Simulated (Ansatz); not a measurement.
## What a change does: single-point calculation on BSiH5O

System: BSiH5O, SMILES BO[SiH3].
Method of run A: RHF-CCSD(T), frozen core/def2-TZVPP (Ansatz 0.2.0).

The geometry: displaced from a GFN2-xTB structure. Text and figures count atoms from 1; the logs count them from 0 in places.

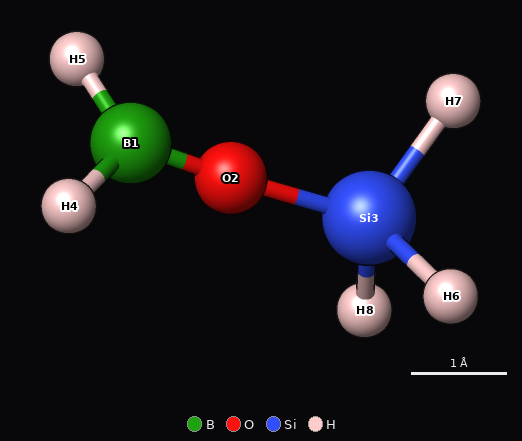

The structure (ball-and-stick view, seen at a tilt; atoms are numbered from 1 in the order of the input). Bond lengths as drawn: B–H 1.20 to 1.34 Å, B–O 1.18 Å, H–Si 1.50 to 1.63 Å and O–Si 1.59 Å.

Input, run A:
```yaml
crystal:
  periodic: [false, false, false]
  atoms:
    - {symbol: B, position_ang: [-0.381000, 0.889600, -1.264300]}
    - {symbol: O, position_ang: [-0.078300, 0.231200, -0.332200]}
    - {symbol: Si, position_ang: [0.378600, -0.588900, 0.955900]}
    - {symbol: H, position_ang: [-1.644900, 1.301900, -1.440100]}
    - {symbol: H, position_ang: [0.413300, 1.065500, -2.144100]}
    - {symbol: H, position_ang: [-0.571100, -0.352700, 2.261400]}
    - {symbol: H, position_ang: [1.792600, -0.183300, 1.434700]}
    - {symbol: H, position_ang: [0.258800, -2.065500, 0.746000]}
basis:
  gaussian: {orbitals: def2-TZVPP}
correlation: {method: ccsd_t}
output: {forces: true}
```

Hardware: 4 CPU threads, shared host.

Output (run A):
```
Functional definition: HF
  exchange = exact_x
  correlation = 0
1012 factors; integrals over basis functions are off by at most 9.6e-4 eV
mean field evaluation 1: about -10649.9411 eV, gradient 3.5e1 eV
mean field evaluation 2: about -10649.9432 eV, gradient 3.5e1 eV
mean field evaluation 4: about -10652.4281 eV, gradient 3.1e0 eV
mean field evaluation 8: about -10652.4604 eV, gradient 1.0e-1 eV
mean field evaluation 16: about -10652.4577 eV, gradient 4.0e-1 eV
mean field -10652.46045798 eV, -391.4707013337 hartree, gradient 2.3e-6 eV, S^2 0.000000; 0 other end points of the search recorded, 0 dependent functions left out
7 core orbitals not correlated: weight in the atoms' cores, before any rotation towards them, 1.000 or more for the frozen orbitals, at most 0.000 for the correlated occupied ones
reference -10652.46045798 eV, -391.4707013337 hartree; 9, 9 occupied and 158, 158 virtual orbitals, 1012 factors
too little memory for Intel AMX tiles; the run may be slower
second order -12.45792014 eV of doubles, -0.00000000 eV of singles
cycle   1  -13.05858604 eV  change   -6.0e-1 eV  update   8.0e-2
cycle   2  -13.44629832 eV  change   -3.9e-1 eV  update   2.5e-2
cycle   3  -13.51116765 eV  change   -6.5e-2 eV  update   1.1e-2
cycle   4  -13.50281622 eV  change    8.4e-3 eV  update   2.7e-3
cycle   5  -13.50310540 eV  change   -2.9e-4 eV  update   1.0e-3
cycle   6  -13.50310712 eV  change   -1.7e-6 eV  update   2.9e-4
cycle   7  -13.50299575 eV  change    1.1e-4 eV  update   8.2e-5
cycle   8  -13.50301520 eV  change   -1.9e-5 eV  update   2.8e-5
cycle   9  -13.50302569 eV  change   -1.0e-5 eV  update   8.4e-6
perturbative correction -0.41414563 eV, -0.0152195711 hartree
the calculation of the forces begins
Total energy: -10666.37762930 eV, -391.9821479464 hartree
Atom 0 at    -0.381000     0.889600    -1.264300 Å, force    -4.959055     6.561113    -9.881799 eV/Å
Atom 1 at    -0.078300     0.231200    -0.332200 Å, force     2.577706    -5.798180     8.582616 eV/Å
Atom 2 at     0.378600    -0.588900     0.955900 Å, force     0.149768    -0.894479     3.875956 eV/Å
Atom 3 at    -1.644900     1.301900    -1.440100 Å, force     1.947607    -0.425976     0.339565 eV/Å
Atom 4 at     0.413300     1.065500    -2.144100 Å, force     0.049358     0.387191    -0.235943 eV/Å
Atom 5 at    -0.571100    -0.352700     2.261400 Å, force     1.019748    -0.006330    -1.736070 eV/Å
Atom 6 at     1.792600    -0.183300     1.434700 Å, force    -0.978397    -0.274316    -0.625153 eV/Å
Atom 7 at     0.258800    -2.065500     0.746000 Å, force     0.193265     0.450978    -0.319173 eV/Å
Dipole moment:     0.169416    -0.163233     0.176974 e Å
```

Run B used a changed input.

The two runs side by side:

| quantity | run A | run B |
| --- | --- | --- |
| outcome | converged | converged |
| total energy (hartree) | −391.982148 | −392.547210 |
| dipole moment (D) | 1.41 | 1.45 |
| largest force (eV/Å) | 12.857 | 11.721 |
| basis functions | 174 | 174 |
| wall time (shared host) | 46 s | 2 s |

Which change of the input explains these differences?

The change (lines with − go, lines with + come):
```diff
-correlation: {method: ccsd_t}
+hamiltonian: {xc: {name: B97M-V}}
```

The total energies belong to different methods, so their difference says nothing on which is more stable or more accurate. The largest force goes from 12.857 to 11.721 eV/Å. The dipole moment goes from 1.41 to 1.45 D.

Output (run B):
```
Functional definition: B97M-V
  parameter cx00 = 1.000
  parameter cx01 = 1.308
  parameter cx02 = 1.901
  parameter cx10 = 0.416
  parameter cx11 = 3.070
  parameter css00 = 1.000
  parameter css02 = -1.855
  parameter css10 = -5.668
  parameter css32 = -20.497
  parameter css42 = -20.364
  parameter cos00 = 1.000
  parameter cos01 = 1.573
  parameter cos03 = -6.298
  parameter cos10 = 2.535
  parameter cos32 = -6.427
  parameter b = 6.0
  parameter c = 0.01
  gx(w, u) = cx00 + cx01*u + cx02*u^2 + (cx10 + cx11*u)*w
  gss(w, u) = css00 + css02*u^2 + css10*w + (css32*w^3 + css42*w^4)*u^2
  gos(w, u) = cos00 + cos01*u + cos03*u^3 + cos10*w + cos32*w^3*u^2
  exchange = spin_sum(e_x_unif_s*gx(b97_w, b97_u_x))
  correlation = spin_sum(e_c_pw_mod_same_spin*gss(b97_w, b97_u_same))
      + integral(e_c_pw_mod_opposite_spin*gos(b97_w_opposite, b97_u_opposite)) + vv10(b, c)
903 factors; their error is unknown
mean field evaluation 1: about -10676.4390 eV, gradient 5.6e1 eV
mean field evaluation 2: about -10663.6221 eV, gradient 9.8e1 eV
mean field evaluation 4: about -10681.7386 eV, gradient 3.8e0 eV
mean field evaluation 8: about -10681.7774 eV, gradient 2.2e-2 eV
mean field evaluation 16: about -10681.7537 eV, gradient 1.1e-4 eV
mean field -10681.75368653 eV, -392.5472076272 hartree, gradient 5.4e-5 eV, S^2 0.000000; 0 other end points of the search recorded, 0 dependent functions left out
the calculation of the forces begins
reference -10681.75375310 eV, -392.5472100738 hartree; 16, 16 occupied and 158, 158 virtual orbitals, 903 factors
Total energy: -10681.75375310 eV, -392.5472100738 hartree
Atom 0 at    -0.381000     0.889600    -1.264300 Å, force    -4.546302     5.942978    -9.022224 eV/Å
Atom 1 at    -0.078300     0.231200    -0.332200 Å, force     2.452227    -5.476973     8.164355 eV/Å
Atom 2 at     0.378600    -0.588900     0.955900 Å, force     0.034232    -0.650701     3.291395 eV/Å
Atom 3 at    -1.644900     1.301900    -1.440100 Å, force     1.822807    -0.388130     0.313478 eV/Å
Atom 4 at     0.413300     1.065500    -2.144100 Å, force     0.033156     0.385868    -0.240048 eV/Å
Atom 5 at    -0.571100    -0.352700     2.261400 Å, force     0.933635     0.006066    -1.606868 eV/Å
Atom 6 at     1.792600    -0.183300     1.434700 Å, force    -0.906302    -0.245444    -0.587810 eV/Å
Atom 7 at     0.258800    -2.065500     0.746000 Å, force     0.176547     0.426335    -0.312278 eV/Å
Dipole moment:     0.180430    -0.168602     0.174069 e Å
```
